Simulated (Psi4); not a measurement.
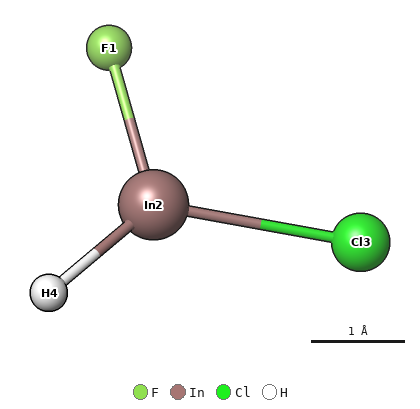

Figure 1. The input geometry (ball-and-stick view, seen at a tilt; atoms are numbered from 1 in the order of the input). Sticks mark near contacts.

# Single-point calculation of InHClF

The run: single-point calculation of InHClF, SMILES [F][InH][Cl]. Method and program: wB97X-D/def2-SVPD, RKS, core potentials def2 (Psi4 1.11).

The geometry comes from this level: PBE0-D4/def2-TZVP.

**Input (calc.py)**
```python
import psi4

psi4.set_memory('1600 MB')
psi4.set_num_threads(1)
psi4.core.set_output_file('run.log', False)

molecule = psi4.geometry("""
0 1
F     -1.569200    -0.190500     0.987800
In    -0.021100     0.130300    -0.135600
Cl     1.671100    -1.313100     0.468200
H     -0.025300     1.312800    -1.340700
units angstrom
symmetry c1
""")

psi4.set_options({
    'reference': 'rks',
    'puream': True,
    'scf_type': 'pk',
    'dft_radial_points': 99,
    'dft_spherical_points': 590,
})

result, w = psi4.energy("wb97x-d/def2-SVPD", return_wfn=True)
print('E =', round(result, 9))
for k, v in sorted(psi4.core.scalar_variables().items()):
    print(f'{k:45s} {v:18.10f}')
```

Run as:
```bash
python calc.py
```

**Log**
```
=> Loading Basis Set <=

    Name: DEF2-SVPD
    Role: ORBITAL
    Keyword: BASIS

    !!!  WARNING: ECP capability is in beta. Please check occupations closely.  !!!

   => WB97X-D: Empirical Dispersion <=

    Chai and Head-Gordon Dispersion Correction

        s6 =       1.000000

         ---------------------------------------------------------
                                   SCF
                              RKS Reference
                        1 Threads,   1525 MiB Core
         ---------------------------------------------------------

  ==> Geometry <==

    Molecular point group: c1
    Full point group: C1

    Geometry (in Angstrom), charge = 0, multiplicity = 1:

       Center              X                  Y                   Z               Mass
    ------------   -----------------  -----------------  -----------------  -----------------
         F           -1.723275500061     0.005179018875     0.880624381993    18.998403162730
         IN          -0.175175500061     0.325979018875    -0.242775618007   114.903878776000
         CL           1.517024499939    -1.117420981125     0.361024381993    34.968852682000
         H           -0.179375500061     1.508479018875    -1.447875618007     1.007825032230

  Running in c1 symmetry.

  Rotational constants: A =      0.34406  B =      0.09481  C =      0.07433 [cm^-1]
  Rotational constants: A =  10314.67505  B =   2842.39148  C =   2228.33444 [MHz]
  Nuclear repulsion =  167.456036724742745

  Charge       = 0
  Multiplicity = 1
  Electrons    = 48
  Nalpha       = 24
  Nbeta        = 24

  ==> Algorithm <==

  SCF Algorithm Type is PK.
  DIIS enabled.
  MOM disabled.
  Fractional occupation disabled.
  Guess Type is SAD.
  Energy threshold   = 1.00e-06
  Density threshold  = 1.00e-06
  Integral threshold = 1.00e-12

  ==> Primary Basis <==

  Basis Set: DEF2-SVPD
    Blend: DEF2-SVPD
    Number of shells: 36
    Number of basis functions: 90
    Number of Cartesian functions: 97
    Spherical Harmonics?: true
    Max angular momentum: 2

  Core potential: DEF2-SVPD
    Number of shells: 4
    Number of ECP primitives: 18
    Number of ECP core electrons: 28
    Max angular momentum: 3

  ==> DFT Potential <==

   => LibXC <=

    Version 7.1.2

   => Composite Functional: WB97X-D <=

    wB97X-D Hyb-GGA Exchange-Correlation Functional

    Deriv               =              1
    GGA                 =           TRUE
    Meta                =          FALSE

    Exchange Hybrid     =           TRUE
    MP2 Hybrid          =          FALSE

   => Exchange-Correlation Functionals <=

    1.0000   wB97X-D range-separated functional

   => Exact (HF) Exchange <=

    0.7780            HF,LR [omega = 0.2000]
    0.2220               HF

   => LibXC Density Thresholds  <==

    XC_HYB_GGA_XC_WB97X_D:  1.00E-14

   => Molecular Quadrature <=

    Radial Scheme          =       TREUTLER
    Pruning Scheme         =           NONE
    Nuclear Scheme         =       TREUTLER

    Blocking Scheme        =         OCTREE
    BS radius alpha        =              1
    Pruning alpha          =              1
    Radial Points          =             99
    Spherical Points       =            590
    Total Points           =         225803
    Total Blocks           =           1720
    Max Points             =            256
    Max Functions          =             89
    Weights Tolerance      =       1.00E-15

  ==> Integral Setup <==

  Using in-core PK algorithm.
   Calculation information:
      Number of atoms:                   4
      Number of AO shells:              36
      Number of primitives:             67
      Number of atomic orbitals:        97
      Number of basis functions:        90

      Integral cutoff                 1.00e-12
      Number of threads:                 1

  Performing in-core PK
  Using 25159680 doubles for integral storage.
  We computed 208913 shell quartets total.
  Whereas there are 222111 unique shell quartets.

  Computing range-separated integrals for PK
  We computed 208913 wK shell quartets total.
  Whereas there are 222111 wK unique shell quartets.

  ==> DiskJK: Disk-Based J/K Matrices <==

    J tasked:                  Yes
    K tasked:                  Yes
    wK tasked:                 Yes
    Omega:               2.000E-01
    Memory [MiB]:              655
    Schwarz Cutoff:          1E-12

  Cached 100.0% of DFT collocation blocks in 0.478 [GiB].

  Minimum eigenvalue in the overlap matrix is 1.7508296917E-03.
  Reciprocal condition number of the overlap matrix is 3.1269665302E-04.
    Using symmetric orthogonalization.

  ==> Pre-Iterations <==

  SCF Guess: Superposition of Atomic Densities via on-the-fly atomic UHF (no occupation information).

   -------------------------
    Irrep   Nso     Nmo
   -------------------------
     A         90      90
   -------------------------
    Total      90      90
   -------------------------

  ==> Iterations <==

                        Total Energy        Delta E     RMS |[F,P]|

   @RKS iter SAD:  -749.30173898233181   -7.49302e+02   0.00000e+00
   @RKS iter   1:  -750.52245126220157   -1.22071e+00   6.69828e-03 DIIS/ADIIS
   @RKS iter   2:  -750.45434568156691    6.81056e-02   8.97716e-03 DIIS/ADIIS
   @RKS iter   3:  -750.66113728073174   -2.06792e-01   1.06131e-03 DIIS/ADIIS
   @RKS iter   4:  -750.66452484909303   -3.38757e-03   1.36922e-04 DIIS/ADIIS
   @RKS iter   5:  -750.66459175564705   -6.69066e-05   4.46505e-05 DIIS
   @RKS iter   6:  -750.66459947246369   -7.71682e-06   1.45240e-05 DIIS
   @RKS iter   7:  -750.66460056376116   -1.09130e-06   2.43298e-06 DIIS
   @RKS iter   8:  -750.66460061734927   -5.35881e-08   7.26935e-07 DIIS
  Energy and wave function converged.

  ==> Post-Iterations <==

   Electrons on quadrature grid:
      Ntotal   =   48.0000054762 ; deviation = 5.476e-06

    Orbital Energies [Eh]
    ---------------------

    Doubly Occupied:

       1A   -101.682713     2A    -24.770476     3A     -9.587348
       4A     -7.338645     5A     -7.333372     6A     -7.332607
       7A     -4.841103     8A     -3.246115     9A     -3.236628
      10A     -3.233948    11A     -1.199755    12A     -0.947079
      13A     -0.916411    14A     -0.915833    15A     -0.913191
      16A     -0.907643    17A     -0.874425    18A     -0.558680
      19A     -0.478046    20A     -0.470703    21A     -0.468726
      22A     -0.431576    23A     -0.416491    24A     -0.407219

    Virtual:

      25A     -0.011837    26A     -0.009687    27A      0.050035
      28A      0.056381    29A      0.110215    30A      0.117391
      31A      0.129515    32A      0.130872    33A      0.134132
      34A      0.143070    35A      0.164910    36A      0.173313
      37A      0.193885    38A      0.210637    39A      0.233693
      40A      0.240353    41A      0.254427    42A      0.285024
      43A      0.287190    44A      0.309227    45A      0.329704
      46A      0.335520    47A      0.342448    48A      0.355347
      49A      0.361122    50A      0.379834    51A      0.425349
      52A      0.468836    53A      0.516108    54A      0.528592
      55A      0.550164    56A      0.560824    57A      0.580464
      58A      0.671065    59A      0.691932    60A      0.740323
      61A      0.755183    62A      0.837069    63A      0.851488
      64A      0.910156    65A      0.924222    66A      0.960031
      67A      1.057611    68A      1.061473    69A      1.069070
      70A      1.114859    71A      1.134789    72A      1.177851
      73A      1.194497    74A      1.450714    75A      1.544508
      76A      1.607463    77A      1.713287    78A      1.765783
      79A      1.891941    80A      1.927920    81A      2.081438
      82A      3.450126    83A      3.455740    84A      3.471944
      85A      3.491774    86A      3.509149    87A     16.244996
      88A     17.463071    89A     17.762458    90A     61.770823

    Final Occupation by Irrep:
              A
    DOCC [    24 ]
    NA   [    24 ]
    NB   [    24 ]

  @RKS Final Energy:  -750.66460061734927

   => Energetics <=

    Nuclear Repulsion Energy =            167.4560367247427450
    One-Electron Energy =               -1444.1851749781772014
    Two-Electron Energy =                 565.9063419754818369
    DFT Exchange-Correlation Energy =     -39.8412129111261137
    Empirical Dispersion Energy =          -0.0005914282704622
    VV10 Nonlocal Energy =                  0.0000000000000000
    Total Energy =                       -750.6646006173492651

Computation Completed

Properties will be evaluated at   0.000000,   0.000000,   0.000000 [a0]

Properties computed using the SCF density matrix

 Multipole Moments:

 ------------------------------------------------------------------------------------
     Multipole            Electronic (a.u.)      Nuclear  (a.u.)        Total (a.u.)
 ------------------------------------------------------------------------------------

 L = 1.  Multiply by 2.5417464519 to convert [e a0] to [Debye]
 Dipole X            :        -11.8943039           12.1355868            0.2412829
 Dipole Y            :         20.8221614          -20.0226066            0.7995548
 Dipole Z            :        -15.1452656           14.2048263           -0.9404393
 Magnitude           :                                                    1.2577486

 ------------------------------------------------------------------------------------

	total time  =          8 seconds =       0.13 minutes
```

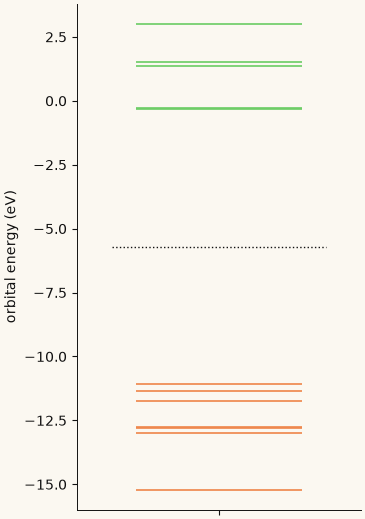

Figure 2. Orbital energies near the frontier; the dotted line parts filled from empty levels, and levels within 0.02 eV of each other stand side by side. Highest filled −11.08 eV, lowest empty −0.32 eV, 10.76 eV apart.

**Summary**

```tsv
quantity	value
outcome	converged
total energy	−750.664601 hartree
dispersion energy	−0.000591 hartree
basis functions	90
HOMO	−11.08 eV
LUMO	−0.32 eV
dipole moment	3.20 D
hardware	1 thread of Intel Xeon @ 2.90GHz (Ice Lake), 64 GiB of memory available, shared host
wall time	9.3 s
peak memory	0.89 GiB
```
